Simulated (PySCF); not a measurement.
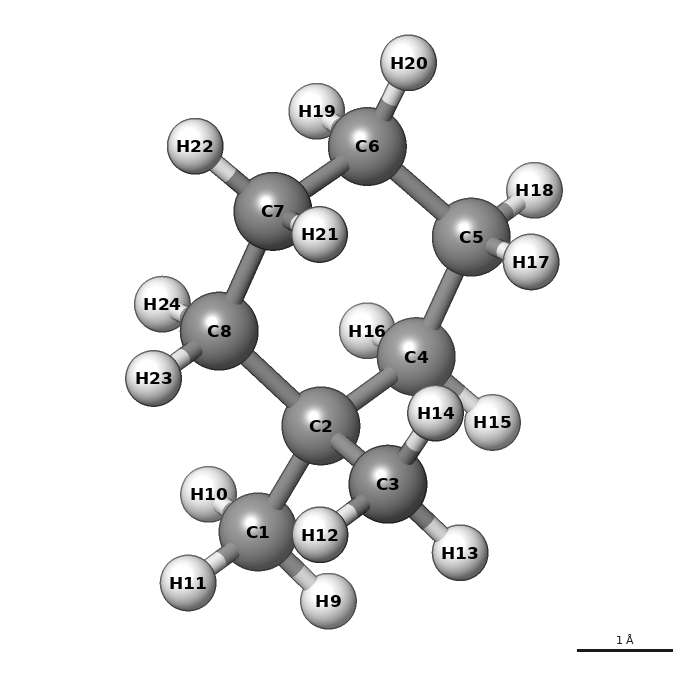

The geometry was computed by an optimisation with PBE0-D3(BJ)/def2-SVP. No frequency run is at hand to confirm it as a minimum.

> What is the geometry at C6?

C6 has 4 neighbours (C5 at 1.52, C7 at 1.52, H19 at 1.11, H20 at 1.10 Å); the arrangement is tetrahedral.

> What is the geometry at C3?

C3 has 4 neighbours (C2 at 1.53, H12 at 1.10, H13 at 1.10, H14 at 1.10 Å); the arrangement is tetrahedral.

> What is the geometry at C5?

C5 has 4 neighbours (C4 at 1.53, C6 at 1.52, H17 at 1.10, H18 at 1.10 Å); the arrangement is tetrahedral.

> Describe the coordination of atom 1.

C1 has 4 neighbours (C2 at 1.53, H9 at 1.10, H10 at 1.10, H11 at 1.10 Å); the arrangement is tetrahedral.

> What is the dihedral angle C5–C6–C7–C8?

54° in size, that is gauche.
